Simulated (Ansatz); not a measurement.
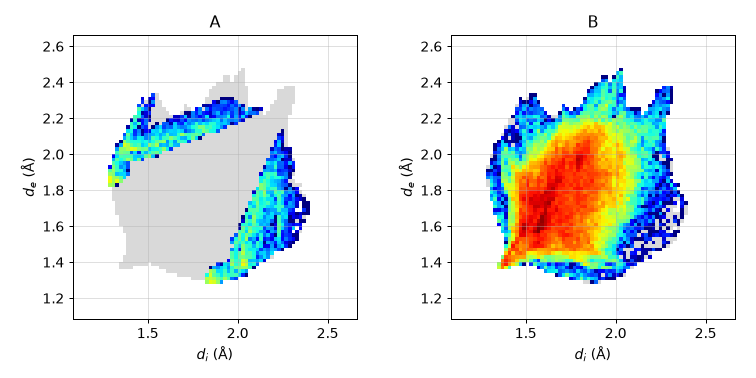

Fingerprint plots of the Hirshfeld surface computed for the C6H10 molecule in H5C3 (P-1, No. 2), each panel colouring one kind of contact over the whole plot in grey. The kinds are C···H, H···H, in shuffled order.

The surface is where the fragment's share of the procrystal density (the sum of the densities of spherically averaged neutral Hartree-Fock atoms) equals one half. d_i and d_e are the distances from the surface to the nearest nucleus inside and outside.

The cell is taken from the geometry relaxed with DFT PBE, scalar-relativistic, plane waves, PAW in Ansatz 0.2.0.

```
CELL_PARAMETERS angstrom
6.97220 0.00000 0.00000
3.36099 6.16423 0.00000
1.46576 2.44020 8.05764
ATOMIC_POSITIONS crystal
H 0.25864 0.85991 0.80241
H 0.74136 0.14009 0.19759
H 0.39684 0.11258 0.81002
H 0.60316 0.88742 0.18998
H 0.81919 0.86812 0.86980
H 0.18081 0.13188 0.13020
H 0.75536 0.05641 0.66925
H 0.24464 0.94359 0.33075
H 0.05165 0.64739 0.68339
H 0.94835 0.35261 0.31661
H 0.83433 0.76247 0.54632
H 0.16567 0.23753 0.45368
H 0.85827 0.45068 0.90100
H 0.14173 0.54932 0.09900
H 0.91990 0.36206 0.72001
H 0.08010 0.63794 0.27999
H 0.52983 0.45524 0.84096
H 0.47017 0.54476 0.15904
H 0.54382 0.58908 0.62823
H 0.45618 0.41092 0.37177
C 0.43330 0.81035 0.78166
C 0.56670 0.18965 0.21834
C 0.50961 0.95193 0.78420
C 0.49039 0.04807 0.21580
C 0.74541 0.90302 0.75245
C 0.25459 0.09698 0.24755
C 0.87521 0.70418 0.67846
C 0.12479 0.29582 0.32154
C 0.81921 0.50819 0.76841
C 0.18079 0.49181 0.23159
C 0.57596 0.58262 0.75269
C 0.42404 0.41738 0.24731
```

Q: Which panel shows which contact, and what share of the surface does each take?

A: A: C···H, 5 % of the area, smallest d_i + d_e about 3.1 Å. B: H···H, 95 % of the area, smallest d_i + d_e about 2.7 Å.

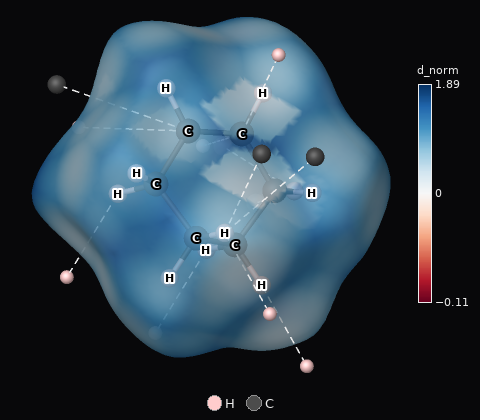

Hirshfeld surface computed for the C6H10 molecule in H5C3 (P-1), coloured by d_norm. Dashed lines lead to the closest neighbours outside.
